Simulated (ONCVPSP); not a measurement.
Pseudopotential generation, with input and output: Ti

Titanium (Ti, Z = 22), core [Ne], reference valence 3s2 3p6 3d2 4s1.5 4p0.5, valence charge 12. Computed at this level: ONCV potential, LDA (Perdew-Wang 92), scalar-relativistic, made with ONCVPSP 4.0.1.

**Results in brief**

- outcome: generated
- cutoffs needed: 40 Ha and 46 Ha (the cutoffs at which the residual kinetic energy of the hardest occupied pseudo-wave falls to 1 and 0.1 mHa per electron)
- ghost test: no bound ghost flagged; no localised positive-energy state flagged
- largest excitation error: +11 meV (all-electron minus pseudo) for 3s2 3p5 3d2 4s2 4p0, out of 4 test configurations
- range over which the phases arctan(r R′/R) at the test radius agree within 0.05 rad (a looser test near the poles than one of phase shifts): s: over the whole range computed; p: over the whole range computed; d: over the whole range computed; f: not judged, local potential alone
- hardware: 1 CPU thread, shared host
- wall time: 5.6 s

**Input**
```
# ATOM AND REFERENCE CONFIGURATION
# atsym  z   nc   nv     iexc    psfile
  Ti 22.00    3    5  -001012      upf
#
#   n    l    f
    1    0    2.00
    2    0    2.00
    2    1    6.00
    3    0    2.00
    3    1    6.00
    3    2    2.00
    4    0    1.50
    4    1    0.50
#
# PSEUDOPOTENTIAL AND OPTIMIZATION
# lmax
    2
#
#   l,   rc,      ep,       ncon, nbas, qcut
    0    1.35    0.00    3    7   10.40
    1    2.10    0.00    4    8    8.10
    2    1.35    0.00    3    8   10.10
#
# LOCAL POTENTIAL
# lloc, lpopt,  rc(5),   dvloc0
    4    4    1.05    0.00
#
# VANDERBILT-KLEINMAN-BYLANDER PROJECTORs
# l, nproj, debl
    0    2    3.90
    1    2    2.70
    2    2    3.20
#
# MODEL CORE CHARGE
# icmod, fcfact, rcfact
    0    0.00    0.00
#
# LOG DERIVATIVE ANALYSIS
# epsh1, epsh2, depsh
   -4.00    5.00    0.02
#
# OUTPUT GRID
# rlmax, drl
    6.00    0.01
#
# TEST CONFIGURATIONS
# ncnf
    4
# nvcnf
#   n    l    f
    5
    3    0    2.00
    3    1    6.00
    3    2    2.00
    4    0    2.00
    4    1    0.00
#
    5
    3    0    2.00
    3    1    6.00
    3    2    2.00
    4    0    1.00
    4    1    0.00
#
    5
    3    0    2.00
    3    1    6.00
    3    2    2.00
    4    0    0.00
    4    1    0.00
#
    5
    3    0    2.00
    3    1    5.00
    3    2    2.00
    4    0    2.00
    4    1    0.00
#
```

Launched with:
```bash
oncvpsp.x < Ti.dat > Ti.out
```

**Output (extracts)**
```
ONCVPSP  (Optimized Norm-Conservinng Vanderbilt PSeudopotential)
scalar-relativistic version 4.0.1

#   n    l    f        energy (Ha)
    1    0    2.00    -1.7848252E+02
    2    0    2.00    -1.9702602E+01
    2    1    6.00    -1.6340307E+01
    3    0    2.00    -2.3135971E+00
    3    1    6.00    -1.4507711E+00
    3    2    2.00    -1.8742888E-01
    4    0    1.50    -1.8384069E-01
    4    1    0.50    -6.8706075E-02

Reference configufation results
  iterations    25
  all-electron total energy (Ha)   -8.51667764D+02

Begin loop to  construct optimized pseudo wave functions
and semi-local pseudopoentials for all angular momenta

Calculating optimized projector #   1

 for l=   0

    Fraction of norm inside rc  0.830823
    Optimizing pswf for qcut=  10.39 a_B^-1,  ecut=  54.02 Ha
    Residual kinetic energy error=  1.27D-07 Ha

    Energy error per electron        Cutoff
         Ha          eV             Ha
         0.01000     0.27211       25.31
         0.00100     0.02721       33.29
         0.00010     0.00272       39.87
         0.00001     0.00027       45.16

Calculating optimized projector #   2

 for l=   0

    Fraction of norm inside rc  0.035689
    Optimizing pswf for qcut=  10.39 a_B^-1,  ecut=  54.02 Ha
    Residual kinetic energy error=  1.72D-08 Ha

    Energy error per electron        Cutoff
         Ha          eV             Ha
         0.01000     0.27211       16.60
         0.00100     0.02721       27.00
         0.00010     0.00272       35.05
         0.00001     0.00027       41.51

Calculating optimized projector #   1

 for l=   1

    Fraction of norm inside rc  0.971131
    Optimizing pswf for qcut=   8.11 a_B^-1,  ecut=  32.86 Ha
    Residual kinetic energy error=  2.71D-09 Ha

    Energy error per electron        Cutoff
         Ha          eV             Ha
         0.01000     0.27211       14.25
         0.00100     0.02721       18.47
         0.00010     0.00272       22.08
         0.00001     0.00027       25.15

Calculating optimized projector #   2

 for l=   1

    Fraction of norm inside rc  0.042492
    Optimizing pswf for qcut=   8.11 a_B^-1,  ecut=  32.86 Ha
    Residual kinetic energy error=  5.84D-10 Ha

    Energy error per electron        Cutoff
         Ha          eV             Ha
         0.01000     0.27211        8.88
         0.00100     0.02721       14.01
         0.00010     0.00272       18.52
         0.00001     0.00027       22.38

   Wellstate for l =  2  n =  5
     eigenvalue =   3.0126
     asymptotic potential =   3.5126
     half-point radius =  2.8959

Calculating optimized projector #   1

 for l=   2

    Fraction of norm inside rc  0.494739
    Optimizing pswf for qcut=  10.08 a_B^-1,  ecut=  50.85 Ha
    Residual kinetic energy error=  1.07D-05 Ha

    Energy error per electron        Cutoff
         Ha          eV             Ha
         0.01000     0.27211       32.46
         0.00100     0.02721       39.89
         0.00010     0.00272       45.52
         0.00001     0.00027       53.03

Calculating optimized projector #   2

 for l=   2

    Fraction of norm inside rc  0.098909
    Optimizing pswf for qcut=  10.08 a_B^-1,  ecut=  50.85 Ha
    Residual kinetic energy error=  1.01D-04 Ha

    Energy error per electron        Cutoff
         Ha          eV             Ha
         0.01000     0.27211       36.41
         0.00100     0.02721       44.25
         0.00010     0.00272       51.63
         0.00001     0.00027      156.70

Construct Vanderbilt / Kleinmman-Bylander projectors

B matrix Hermiticity error, ll=   0
   1   2    1.4817E-04

  Orthonormal projector coefficients  1.1462E+01  9.6666E-01

B matrix Hermiticity error, ll=   1
   1   2    5.6387E-05

  Orthonormal projector coefficients  1.4155E+00 -1.3540E+00

B matrix Hermiticity error, ll=   2
   1   2   -2.0656E-04

  Orthonormal projector coefficients -6.7850E+00 -1.5242E+00

Pseudoatom total energy  -57.741032

Diagnostic tests using Vanderbilt-Kleinman-Bylander pseudopotentials
  1 or more projectors used as specified by nproj input data

   l    rcore       rmatch      e in        delta e   norm test  slope test

   0   1.3540537   1.3951657  -2.3135971  -0.0000067   1.0001145   1.0001232
   0   1.3540537   1.3951657  -0.1838407   0.0000042   1.0000595   1.0000494

   1   2.1080770   2.1720827  -1.4507711  -0.0000051   1.0001168   1.0001103
   1   2.1080770   2.1720827  -0.0687061   0.0000008   1.0000125   1.0000155

   2   1.3540537   1.3951657  -0.1874289  -0.0000320   1.0000143   0.9998238
   2   1.3540537   1.3951657   3.0125711  -0.0000899   1.0002750   1.0002750

 Testing for bound ghosts
   n   l    E NL Schr. Eq   E Basis Diag.   E Cutoff

   1   0       -2.313604       -2.313561    103.02
   2   0       -0.183836        0.027402    103.02

   2   1       -1.450776       -1.450774     68.58
   3   1       -0.068705       -0.013651     68.58

   3   2       -0.187461       -0.168471    187.52

 Testing for highly-localized positive-energy ghosts
       l    <radius>/rc     E Basis Diag.   E Cutoff

Test configuration 0

   n   l     f        eae           eps        diff
   1   0  2.0000 -178.48251937
   2   0  2.0000  -19.70260247
   2   1  6.0000  -16.34030675
   3   0  2.0000   -2.31359713   -2.31360381   -6.68D-06
   3   1  6.0000   -1.45077106   -1.45077616   -5.11D-06
   3   2  2.0000   -0.18742888   -0.18746092   -3.20D-05
   4   0  1.5000   -0.18384069   -0.18383648    4.20D-06
   4   1  0.5000   -0.06870607   -0.06870531    7.62D-07

    Total energies and differences
      AE_ref= -8.51667764D+02  AE_tst= -8.51667764D+02  dif=  0.00D+00
      PS_ref= -5.77410324D+01  PS_tst= -5.77410324D+01  dif=  9.24D-14
      PSP excitation error= -9.24D-14

Test configuration 1

   n   l     f        eae           eps        diff
   1   0  2.0000 -178.45687637
   2   0  2.0000  -19.67795495
   2   1  6.0000  -16.31562159
   3   0  2.0000   -2.28828505   -2.28827333    1.17D-05
   3   1  6.0000   -1.42551092   -1.42549093    2.00D-05
   3   2  2.0000   -0.16405499   -0.16406061   -5.62D-06
   4   0  2.0000   -0.16882006   -0.16881972    3.50D-07

    Total energies and differences
      AE_ref= -8.51667764D+02  AE_tst= -8.51724606D+02  dif= -5.68D-02
      PS_ref= -5.77410324D+01  PS_tst= -5.77978774D+01  dif= -5.68D-02
      PSP excitation error=  2.36D-06

Test configuration 2

   n   l     f        eae           eps        diff
   1   0  2.0000 -178.73136222
   2   0  2.0000  -19.94720071
   2   1  6.0000  -16.58532779
   3   0  2.0000   -2.55900775   -2.55904770   -4.00D-05
   3   1  6.0000   -1.69622116   -1.69624780   -2.66D-05
   3   2  2.0000   -0.42781689   -0.42793212   -1.15D-04
   4   0  1.0000   -0.38931355   -0.38929678    1.68D-05

    Total energies and differences
      AE_ref= -8.51667764D+02  AE_tst= -8.51447921D+02  dif=  2.20D-01
      PS_ref= -5.77410324D+01  PS_tst= -5.75211797D+01  dif=  2.20D-01
      PSP excitation error= -1.00D-05

Test configuration 3

   n   l     f        eae           eps        diff
   1   0  2.0000 -179.05615175
   2   0  2.0000  -20.26433794
   2   1  6.0000  -16.90312419
   3   0  2.0000   -2.87616906   -2.87632682   -1.58D-04
   3   1  6.0000   -2.01267984   -2.01280015   -1.20D-04
   3   2  2.0000   -0.73231406   -0.73261478   -3.01D-04

    Total energies and differences
      AE_ref= -8.51667764D+02  AE_tst= -8.50941027D+02  dif=  7.27D-01
      PS_ref= -5.77410324D+01  PS_tst= -5.70142845D+01  dif=  7.27D-01
      PSP excitation error= -1.12D-05

Test configuration 4

   n   l     f        eae           eps        diff
   1   0  2.0000 -179.12327628
   2   0  2.0000  -20.28738225
   2   1  6.0000  -16.93217693
   3   0  2.0000   -2.81411721   -2.81389095    2.26D-04
   3   1  5.0000   -1.94009283   -1.93845400    1.64D-03
   3   2  2.0000   -0.62894220   -0.62828662    6.56D-04
   4   0  2.0000   -0.45174940   -0.45177148   -2.21D-05

    Total energies and differences
      AE_ref= -8.51667764D+02  AE_tst= -8.50051994D+02  dif=  1.62D+00
      PS_ref= -5.77410324D+01  PS_tst= -5.61256654D+01  dif=  1.62D+00
      PSP excitation error=  4.03D-04
```

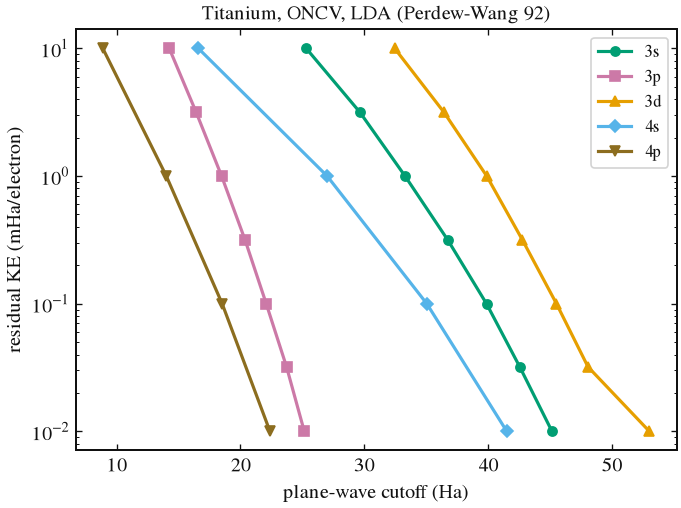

*Residual kinetic energy of the pseudo-waves (the first of each channel, and further valence shells) beyond the plane-wave cutoff, as the generator prints it.*

- Cutoffs for 1 mHa per electron: 3d: 40 Ha; 3s: 33 Ha; 4s: 27 Ha; 3p: 18 Ha; 4p: 14 Ha.
- Hardest wave at 1 mHa per electron: 3d, with rc = 1.35 bohr and qcut = 10.1 1/bohr. The optimisation minimises, but can't always remove, the kinetic energy above qcut²/2 = 51.0 Ha, and a larger rc would as a rule soften the wave at some cost in transferability.
- Cutoffs for the occupied states: 40 Ha for 1 mHa and 46 Ha for 0.1 mHa per electron. The first is set by 3d.

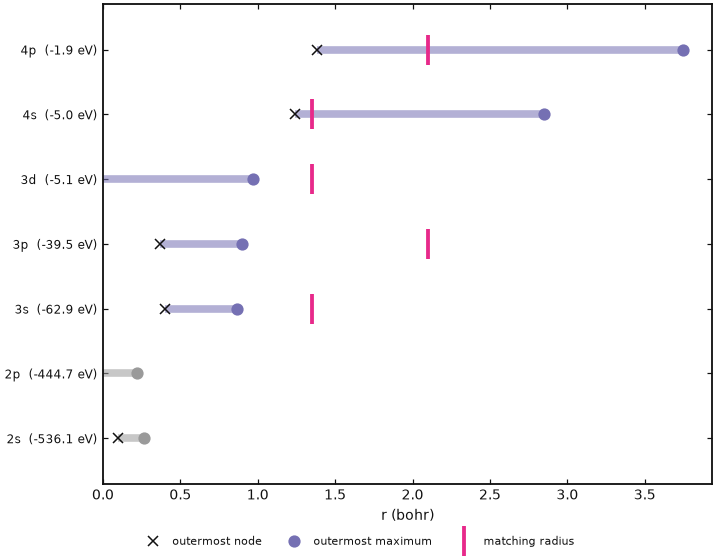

*Outer shells of the all-electron reference atom: each bar runs from the outermost node (or the nucleus) to the outermost maximum of u(r); the tick is the radius chosen for the pseudo-wave. Shells without a tick have no pseudo-wave of their own. Levels, nodes and maxima are from ld1.x, scalar-relativistic.*

- Radii against the shells: 3s: 1.35 bohr, outside the maximum; 3p: 2.10 bohr, outside the maximum; 3d: 1.35 bohr, outside the maximum; 4s: 1.35 bohr, between node and maximum; 4p: 2.10 bohr, between node and maximum.

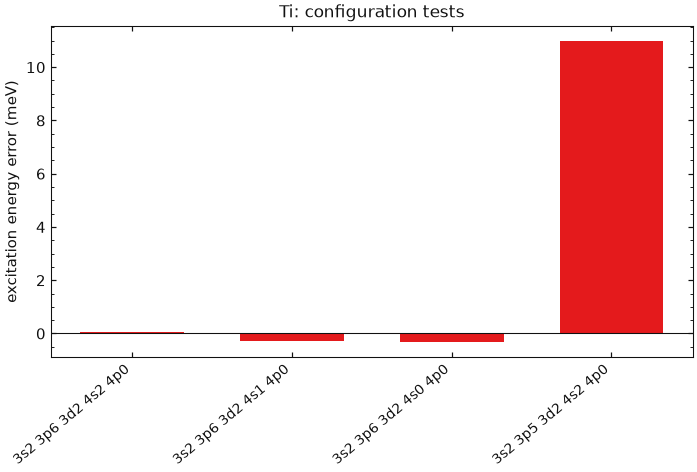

*Errors, all-electron minus pseudo, of the energies of valence configurations relative to the unpolarised reference 3s2 3p6 3d2 4s1.5 4p0.5.*

- Worst configuration: 3s2 3p5 3d2 4s2 4p0 (charge +1): the error is +11 meV on an all-electron energy of +43.97 eV relative to the reference, or 0.025 %.
- Configurations within 10 meV and within 50 meV: 3 and 4 of 4.

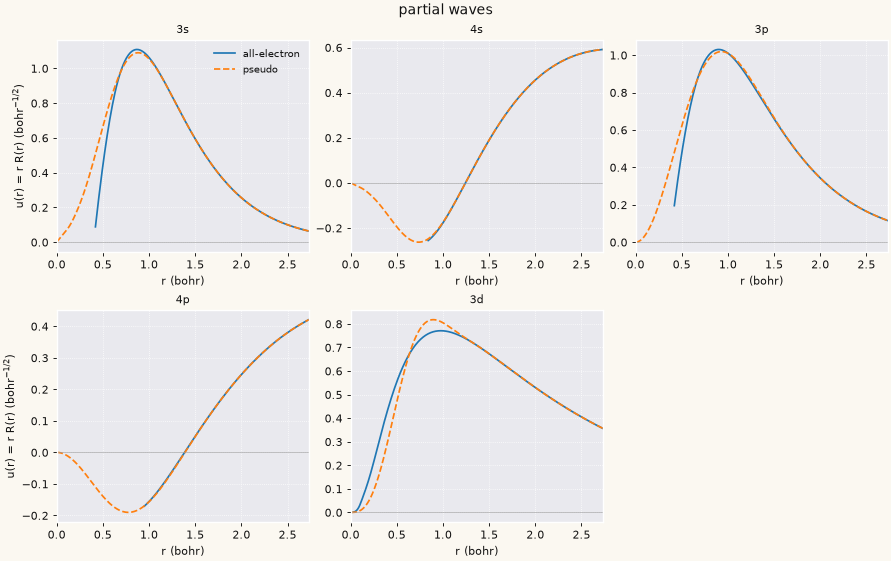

*All-electron valence functions (solid) with their pseudo partners (dashed). The innermost oscillations of some all-electron curves aren't drawn. Reference configuration 3s2 3p6 3d2 4s1.5 4p0.5.*

- Matching radii: 3s at 1.35 bohr; 4s at 1.35 bohr; 3p at 2.10 bohr; 4p at 2.10 bohr; 3d at 1.35 bohr. The curves merge smoothly, so the plot gives these only roughly.
- Nodes of the pseudo-waves: 3s has no node; 4s has a node at about 1.2 bohr; 3p has no node; 4p has a node at about 1.4 bohr; 3d has no node. A node in 4s and 4p is expected, since a lower shell of the same l is also in the valence and the two must stay orthogonal.
- Cutoffs needed: 40 Ha (loose) and 46 Ha (tight), as the cutoffs at which the residual kinetic energy of the hardest occupied pseudo-wave falls to 1 and 0.1 mHa per electron.
